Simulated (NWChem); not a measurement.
# C2H8SSi (SMILES CC[SiH2]S) at 4 levels

Aim: a comparison of 4 runs (HF/STO-3G, HF/3-21G, B3LYP/6-31G*) of C2H8SSi. 

The calculation is run with NWChem 7.3.0.

**1. The system as given**

The species is C2H8SSi (12 atoms), meant as a singlet with charge 0. As SMILES, `CC[SiH2]S`. Geometry: relaxed at PBE0-D4/def2-TZVP. This is one conformer, not always the lowest.

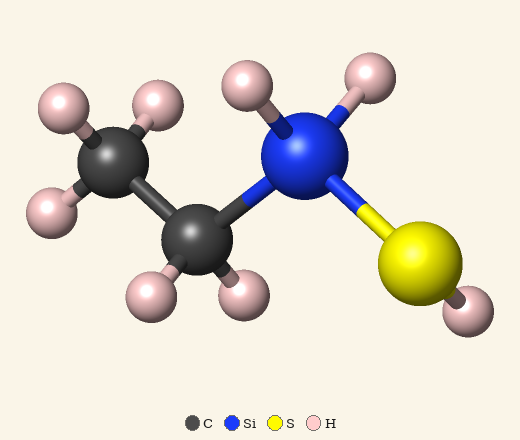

Viewed from a chosen angle; carbon dark grey, silicon blue, sulfur yellow, hydrogen pink.

**2. Energy and forces at HF/STO-3G (run 1)**

File mymol.xyz:

```xyz
12

C     -0.166600     1.719000     0.009600
C     -0.592400     0.276300     0.270400
Si     0.772400    -0.956000    -0.077700
S      0.199000    -2.979000     0.333500
H      0.674700     2.008400     0.644700
H      0.143200     1.864800    -1.028600
H     -0.982400     2.418200     0.208900
H     -0.911100     0.143700     1.309200
H     -1.456800     0.012500    -0.349000
H      1.216000    -0.820200    -1.492400
H      1.937600    -0.725800     0.816000
H     -0.756500    -3.017100    -0.610700
```

File run.py:

```python
from ase.io import read
from ase.calculators.nwchem import NWChem

molecule = read('mymol.xyz')

calc = NWChem(
    label='mymol',
    theory='scf',
    memory='2200 mb',
    basis='STO-3G',
    basispar='spherical bse',
    scf={'nopen': '0', 'rhf': None, 'thresh': '1e-08', 'maxiter': '80'},
)
molecule.calc = calc

forces = molecule.get_forces()
print("Total energy (eV):", round(molecule.get_potential_energy(), 6))
print("forces (eV/A):")
for s, f in zip(molecule.symbols, forces):
    print(f"{s:2s} {f[0]:10.5f} {f[1]:10.5f} {f[2]:10.5f}")
print("dipole (e A):", molecule.get_dipole_moment().round(4))
```

Started as:

```sh
$ export ASE_NWCHEM_COMMAND="nwchem PREFIX.nwi > PREFIX.nwo"
$ python run.py
```

What it wrote:

```text
Total energy (eV): -20633.941448
forces (eV/A):
C     0.13565    0.94087   -0.09287
C    -0.43529   -1.14008    0.18481
Si    1.89300   -0.56281   -0.28735
S    -0.36366    0.76161   -0.68042
H    -0.22713   -0.11961   -0.13827
H    -0.10799   -0.09575    0.26086
H     0.17504   -0.18157   -0.03954
H     0.07914    0.30221   -0.38243
H     0.30216    0.32550    0.23680
H    -0.51252   -0.12357    1.59213
H    -1.31275   -0.03317   -1.07122
H     0.37440   -0.07358    0.41750
dipole (e A): [-0.0887  0.2184 -0.1331]
```

The calculator wrote mymol.nwi:

```
title "mymol"

permanent_dir mymol

scratch_dir mymol

start mymol

geometry units angstrom nocenter noautosym noautoz
  C  -1.6660000000000000e-01 1.7190000000000001e+00 9.5999999999999992e-03
  C  -5.9240000000000004e-01 2.7629999999999999e-01 2.7039999999999997e-01
  Si 7.7239999999999998e-01 -9.5599999999999996e-01 -7.7700000000000005e-02
  S  1.9900000000000001e-01 -2.9790000000000001e+00 3.3350000000000002e-01
  H  6.7469999999999997e-01 2.0084000000000000e+00 6.4470000000000005e-01
  H  1.4319999999999999e-01 1.8648000000000000e+00 -1.0286000000000000e+00
  H  -9.8240000000000005e-01 2.4182000000000001e+00 2.0890000000000000e-01
  H  -9.1110000000000002e-01 1.4369999999999999e-01 1.3091999999999999e+00
  H  -1.4568000000000001e+00 1.2500000000000001e-02 -3.4899999999999998e-01
  H  1.2160000000000000e+00 -8.2020000000000004e-01 -1.4923999999999999e+00
  H  1.9376000000000000e+00 -7.2580000000000000e-01 8.1599999999999995e-01
  H  -7.5649999999999995e-01 -3.0171000000000001e+00 -6.1070000000000002e-01
end

memory 2200 mb

basis spherical bse noprint
   * library STO-3G
end

scf
  nopen 0
  rhf
  thresh 1e-08
  maxiter 80
end

task scf gradient
```

mymol.nwo:

```text
Northwest Computational Chemistry Package (NWChem) 7.3.0
             --------------------------------------------------------

           Job information
           ---------------

    nwchem branch   = 7.3.0
    use scalapack   = T
    input           = mymol.nwi
    prefix          = mymol.
    data base       = mymol/mymol.db
    status          = startup
    nproc           =        1

           Memory information
           ------------------

    heap     =     72089596 doubles =      550.0 Mbytes
    stack    =     72089601 doubles =      550.0 Mbytes
    global   =    144179200 doubles =     1100.0 Mbytes (distinct from heap & stack)
    total    =    288358397 doubles =     2200.0 Mbytes
    verify   = yes
    hardfail = no

[... 143 lines left out ...]
 Convergence threshold     :          1.000E-08
[... 12 lines left out ...]
       Final RHF  results
[... 3 lines left out ...]
      One-electron energy =  -1476.707863319383
[... 1 line left out ...]
 Nuclear repulsion energy =    213.314922624388
[... 43 lines left out ...]
                       ROHF Final Molecular Orbital Analysis
[... 220 lines left out ...]
                         RHF ENERGY GRADIENTS

    atom               coordinates                        gradient
                 x          y          z           x          y          z
   1 C      -0.314828   3.248439   0.018141   -0.002638  -0.018297   0.001806
   2 C      -1.119474   0.522131   0.510982    0.008465   0.022171  -0.003594
   3 Si      1.459624  -1.806578  -0.146832   -0.036813   0.010945   0.005588
[... 8 lines of this table left out ...]
  12 H      -1.429578  -5.701492  -1.154056   -0.007281   0.001431  -0.008119

                 ----------------------------------------
                 |  Time  |  1-e(secs)   |  2-e(secs)   |
                 ----------------------------------------
                 |  CPU   |       0.00   |       0.43   |
                 ----------------------------------------
                 |  WALL  |       0.00   |       0.43   |
                 ----------------------------------------

 Task  times  cpu:        2.3s     wall:        2.3s
 Total times  cpu:        2.3s     wall:        2.3s
```

It took 3.3 s on 1 thread of Intel Xeon 6975P-C (Granite Rapids), shared host; peak memory 0.096 GiB.

**3. Energy and gradient at HF/3-21G (run 2)**

File geom.nw:

```
START geom
TITLE "C2H8SSi hf"
memory total 2200 mb
charge 0

GEOMETRY noautosym nocenter noautoz
  C    -0.166600    1.719000    0.009600
  C    -0.592400    0.276300    0.270400
  Si    0.772400   -0.956000   -0.077700
  S     0.199000   -2.979000    0.333500
  H     0.674700    2.008400    0.644700
  H     0.143200    1.864800   -1.028600
  H    -0.982400    2.418200    0.208900
  H    -0.911100    0.143700    1.309200
  H    -1.456800    0.012500   -0.349000
  H     1.216000   -0.820200   -1.492400
  H     1.937600   -0.725800    0.816000
  H    -0.756500   -3.017100   -0.610700
END

BASIS spherical bse
  * library 3-21G
END

SCF
  thresh 1e-08
  maxiter 80
END

TASK scf gradient
```

Started as:

```sh
$ nwchem geom.nw > geom.out
```

What it wrote:

```text
[...]
  functions       =    60
[...]
  wavefunction    = RHF
[...]
         Total SCF energy =   -762.929699658097
      One-electron energy =  -1477.281449127125
      Two-electron energy =    501.036826844639
 Nuclear repulsion energy =    213.314922624388
        Time for solution =      2.1s
[...]
                         RHF ENERGY GRADIENTS
    atom               coordinates                        gradient
                 x          y          z           x          y          z
   1 C      -0.314828   3.248439   0.018141   -0.004781  -0.017446   0.003001
   2 C      -1.119474   0.522131   0.510982    0.019894   0.006700  -0.006660
   3 Si      1.459624  -1.806578  -0.146832   -0.028548  -0.024333   0.004499
   4 S       0.376055  -5.629494   0.630224    0.008554   0.025338  -0.003556
   5 H       1.274998   3.795326   1.218306    0.004406   0.001956   0.002563
   6 H       0.270609   3.523961  -1.943772    0.002069   0.001281  -0.004863
   7 H      -1.856467   4.569735   0.394764   -0.003941   0.004476   0.000844
   8 H      -1.721729   0.271554   2.474029   -0.001059  -0.002801   0.005372
   9 H      -2.752953   0.023622  -0.659514   -0.003358  -0.003788  -0.003257
  10 H       2.297907  -1.549953  -2.820227    0.000611   0.001099  -0.000302
  11 H       3.661533  -1.371563   1.542016    0.000601  -0.000603   0.000799
[...]
```

It took 3.6 s on 1 thread of Intel Xeon 6975P-C (Granite Rapids), shared host; peak memory 0.099 GiB.

Run 3 isn't shown in full; the table further down has it.

**4. Energy and gradient at B3LYP/6-31G(d) (Cartesian functions) (run 4)**

File run.py:

```python
from ase import Atoms
from ase.calculators.nwchem import NWChem

mol = Atoms(['C', 'C', 'Si', 'S', 'H', 'H', 'H', 'H', 'H', 'H', 'H', 'H'], positions=[
    [-0.166600, 1.719000, 0.009600],
    [-0.592400, 0.276300, 0.270400],
    [0.772400, -0.956000, -0.077700],
    [0.199000, -2.979000, 0.333500],
    [0.674700, 2.008400, 0.644700],
    [0.143200, 1.864800, -1.028600],
    [-0.982400, 2.418200, 0.208900],
    [-0.911100, 0.143700, 1.309200],
    [-1.456800, 0.012500, -0.349000],
    [1.216000, -0.820200, -1.492400],
    [1.937600, -0.725800, 0.816000],
    [-0.756500, -3.017100, -0.610700],
])

calc = NWChem(
    label='work',
    theory='dft',
    memory='2200 mb',
    basis='6-31G*',
    dft={'xc': 'b3lyp', 'mult': '1', 'grid': 'xfine', 'convergence': 'energy 1e-08', 'iterations': '100', 'mulliken': None},
)
mol.calc = calc

forces = mol.get_forces()
print("Total energy (eV):", round(mol.get_potential_energy(), 6))
print("forces (eV/A):")
for s, f in zip(mol.symbols, forces):
    print(f"{s:2s} {f[0]:10.5f} {f[1]:10.5f} {f[2]:10.5f}")
print("dipole (e A):", mol.get_dipole_moment().round(4))
```

Started as:

```sh
$ export ASE_NWCHEM_COMMAND="nwchem PREFIX.nwi > PREFIX.nwo"
$ python run.py
```

What it wrote:

```text
Total energy (eV): -20918.562639
forces (eV/A):
C     0.04710    0.19823   -0.03265
C    -0.16697   -0.12593    0.05713
Si    0.38243    0.14398   -0.04890
S     0.03024   -0.33286    0.16316
H     0.08135    0.04757    0.06788
H     0.02391    0.03389   -0.10871
H    -0.08747    0.08973    0.02036
H    -0.05384    0.01872    0.09189
H    -0.11241    0.01682   -0.04505
H     0.01512    0.00046   -0.02864
H     0.01779    0.00489   -0.00473
H    -0.17725   -0.09549   -0.13185
dipole (e A): [-0.2176  0.3603 -0.1443]
```

The calculator wrote work.nwi:

```
title "work"

permanent_dir work

scratch_dir work

start work

geometry units angstrom nocenter noautosym noautoz
  C  -1.6660000000000000e-01 1.7190000000000001e+00 9.5999999999999992e-03
  C  -5.9240000000000004e-01 2.7629999999999999e-01 2.7039999999999997e-01
  Si 7.7239999999999998e-01 -9.5599999999999996e-01 -7.7700000000000005e-02
  S  1.9900000000000001e-01 -2.9790000000000001e+00 3.3350000000000002e-01
  H  6.7469999999999997e-01 2.0084000000000000e+00 6.4470000000000005e-01
  H  1.4319999999999999e-01 1.8648000000000000e+00 -1.0286000000000000e+00
  H  -9.8240000000000005e-01 2.4182000000000001e+00 2.0890000000000000e-01
  H  -9.1110000000000002e-01 1.4369999999999999e-01 1.3091999999999999e+00
  H  -1.4568000000000001e+00 1.2500000000000001e-02 -3.4899999999999998e-01
  H  1.2160000000000000e+00 -8.2020000000000004e-01 -1.4923999999999999e+00
  H  1.9376000000000000e+00 -7.2580000000000000e-01 8.1599999999999995e-01
  H  -7.5649999999999995e-01 -3.0171000000000001e+00 -6.1070000000000002e-01
end

memory 2200 mb

basis noprint
   * library 6-31G*
end

dft
  xc b3lyp
  mult 1
  grid xfine
  convergence energy 1e-08
  iterations 100
  mulliken
end

task dft gradient
```

work.nwo:

```text
Northwest Computational Chemistry Package (NWChem) 7.3.0
             --------------------------------------------------------

           Job information
           ---------------

    nwchem branch   = 7.3.0
    use scalapack   = T
    input           = work.nwi
    prefix          = work.
    data base       = work/work.db
    status          = startup
    nproc           =        1

           Memory information
           ------------------

    heap     =     72089596 doubles =      550.0 Mbytes
    stack    =     72089601 doubles =      550.0 Mbytes
    global   =    144179200 doubles =     1100.0 Mbytes (distinct from heap & stack)
    total    =    288358397 doubles =     2200.0 Mbytes
    verify   = yes
    hardfail = no

[... 114 lines left out ...]
  convergence criterion.
[... 41 lines left out ...]
          Spatial weights used:  Erf1
[... 77 lines left out ...]
         Total DFT energy =     -768.743004135507
[... 3 lines left out ...]
 Nuclear repulsion energy =      213.314922624388
[... 656 lines left out ...]
          Convergence on gradient requested:  5.00D-04
[... 28 lines left out ...]
          total energy or number of iterations.
[... 26 lines left out ...]
                         DFT ENERGY GRADIENTS

    atom               coordinates                        gradient
                 x          y          z           x          y          z
   1 C      -0.314828   3.248439   0.018141   -0.000916  -0.003855   0.000635
   2 C      -1.119474   0.522131   0.510982    0.003247   0.002449  -0.001111
   3 Si      1.459624  -1.806578  -0.146832   -0.007437  -0.002800   0.000951
[... 8 lines of this table left out ...]
  12 H      -1.429578  -5.701492  -1.154056    0.003447   0.001857   0.002564

                 ----------------------------------------
                 |  Time  |  1-e(secs)   |  2-e(secs)   |
                 ----------------------------------------
                 |  CPU   |       0.01   |       3.29   |
                 ----------------------------------------
                 |  WALL  |       0.01   |       3.29   |
                 ----------------------------------------

 Task  times  cpu:       36.0s     wall:       36.0s
 Total times  cpu:       36.1s     wall:       36.1s
```

It took 37 s on 1 thread of Intel Xeon 6975P-C (Granite Rapids), shared host; peak memory 0.16 GiB.

**5. The series**

| run | level | iteration cap | module | energy (Eh) | dipole moment (D) | HOMO energy (eV) | LUMO energy (eV) | wall time |
| --- | --- | --- | --- | --- | --- | --- | --- | --- |
| 1 | HF/STO-3G | 80 | scf | -758.283368 | 1.30 | -7.02 | 10.78 | 3.3 s |
| 2 | HF/3-21G | 80 | scf | -762.929700 | 2.89 | -10.21 | 3.99 | 3.6 s |
| 3 | B3LYP/6-31G* (spherical functions) | 100 | dft | -768.736970 | 2.14 | -6.90 | 0.52 | 36 s |
| 4 | B3LYP/6-31G* (Cartesian functions) | 100 | dft | -768.743004 | 2.14 | -6.90 | 0.52 | 37 s |

**6. Outcome**

| quantity | value |
| --- | --- |
| run 4: total energy | -768.74300 Eh |
| run 4: dipole moment | 2.14 D |
| run 4: HOMO energy | -6.90 eV |
| run 4: LUMO energy | 0.52 eV |
| run 4: HOMO–LUMO gap | 7.42 eV |
| run 4: largest force on an atom | 0.412 eV/Å |

What this shows: The dipole moment (its size) runs from 1.30 D (HF/STO-3G) to 2.89 D (HF/3-21G). The HOMO–LUMO gap runs from 7.42 eV (B3LYP/6-31G*) to 17.80 eV (HF/STO-3G). The two ends differ in method and basis. In run 1 the basis is minimal, so the values are rough. All runs together took 80 s, the longest 37 s.
